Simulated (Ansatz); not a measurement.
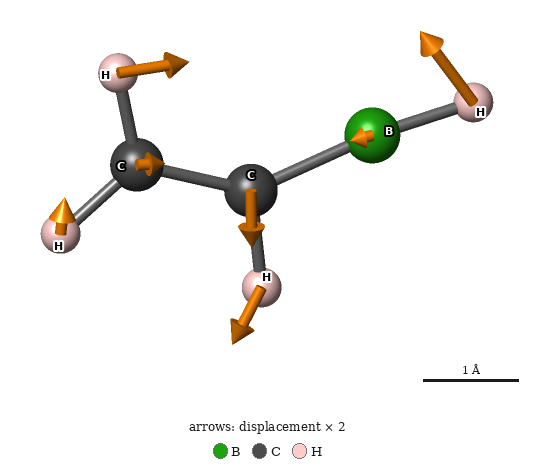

This is a relaxation of C2H4B (charge +1). The starting structure is drawn; orange arrows show the displacements, magnified 2 times. The two geometries are superimposed by the best rigid fit.

Style: ball-and-stick. Shown at a tilt.

These are results of RKS PBE0-D4/def2-TZVP in Ansatz, not measurements. (force threshold 0.005 eV/Å; at most 200 steps)

Which element moves most?

Hydrogen: up to 0.53 Å, against 0.33 Å for carbon.

What did the optimiser do to the structure, and how much energy did it gain?

An H atom moves most after the best rigid fit: 0.53 Å. By element the largest moves are H 0.53 Å, C 0.33 Å, B 0.13 Å. Among the contacts that change: C–H 1.115 → 1.088 Å, B–H 1.151 → 1.175 Å, B–C 1.428 → 1.440 Å, C–C 1.353 → 1.358 Å. Among the angles between lasting bonds that change: B–C–C 142.0° → 113.8°, B–C–H 102.1° → 124.4°, C–C–H 115.8° → 121.8°. Over 8 geometry steps the energy falls by 0.146 eV. Largest force component: 0.86 eV/Å at the start, 0.0042 eV/Å at the end.
